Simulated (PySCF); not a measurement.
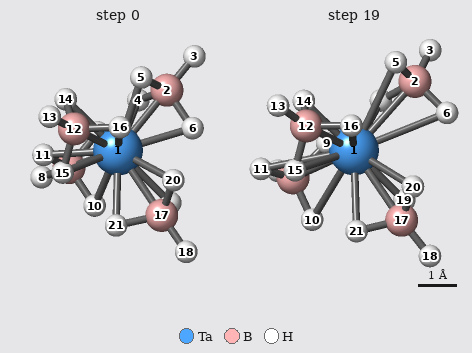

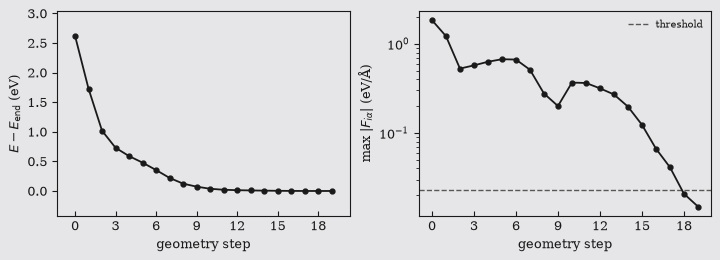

First and last geometry of a relaxation of TaB$_{4}$H$_{16}$ (charge −1, multiplicity 3), with the history of the run. Style: ball-and-stick. Shown from a free direction.

Level of theory: UKS r2SCAN, Ta def2-SVP with ECP60, B def2-SVP, H def2-SVP; non-relativistic Hamiltonian with scalar-relativistic core potentials; density fitting (PySCF 2.14.0).

Input
```
mol = gto.M(atom='''
Ta     0.00000     0.00000     0.00000
B      1.23500     1.23500     1.23500
H      1.92780     1.92780     1.92780
H      0.51360     0.51360     1.95730
H      1.95730     0.51360     0.51360
H      0.51360     1.95730     0.51360
B     -1.23500    -1.23500     1.23500
H     -1.92780    -1.92780     1.92780
H     -0.51360    -0.51360     1.95730
H     -1.95730    -0.51360     0.51360
H     -0.51360    -1.95730     0.51360
B      1.23500    -1.23500    -1.23500
H      1.92780    -1.92780    -1.92780
H      1.47610    -1.47610    -0.03240
H      0.03240    -1.47610    -1.47610
H      1.47610    -0.03240    -1.47610
B     -1.23500     1.23500    -1.23500
H     -1.92780     1.92780    -1.92780
H     -1.47610     1.47610    -0.03240
H     -0.03240     1.47610    -1.47610
H     -1.47610     0.03240    -1.47610''',
    basis={'Ta': 'def2-SVP', 'B': 'def2-SVP', 'H': 'def2-SVP'},
    ecp={'Ta': 'def2-SVP'},
    charge=-1, spin=2)
mf = dft.UKS(mol, xc='R2SCAN')
mf.grids.atom_grid = (50, 194)  # f atoms: at least (60, 302), unpruned
mf = mf.density_fit()  # Ta def2-universal-JKFIT, B def2-universal-JKFIT, H def2-universal-JKFIT
mf.conv_tol = 1e-08; mf.max_cycle = 55
mf.kernel(dm0)
# quasi-Newton relaxation in Cartesian coordinates to a largest gradient under 0.00045 Eh/bohr, steps kept in the point group
```

Command:
```bash
OMP_NUM_THREADS=4 python run.py
```

> Read the history and describe the run.

It converged. The largest moves after the best rigid fit, 0.66 Å, are those of H5, H6, H10 and H11. Largest moves by element: H 0.66 Å, B 0.43 Å, Ta 0.01 Å. Near-neighbour distances that change, for instance: Ta1–H10 2.088 → 2.669 Å, Ta1–B2 2.139 → 2.474 Å, Ta1–H4 2.088 → 1.893 Å, Ta1–H15 2.088 → 2.256 Å. Among the angles between lasting bonds that change: Ta1–B2–H3 180.0° → 144.8°, Ta1–H4–B2 75.1° → 100.1°, Ta1–B2–H4 70.6° → 48.9°. The energy falls by 2.625 eV in 19 geometry steps. The largest force component goes from 1.8 to 0.015 eV/Å.

Limits of the set-up: the basis has no diffuse functions, which an anion needs.
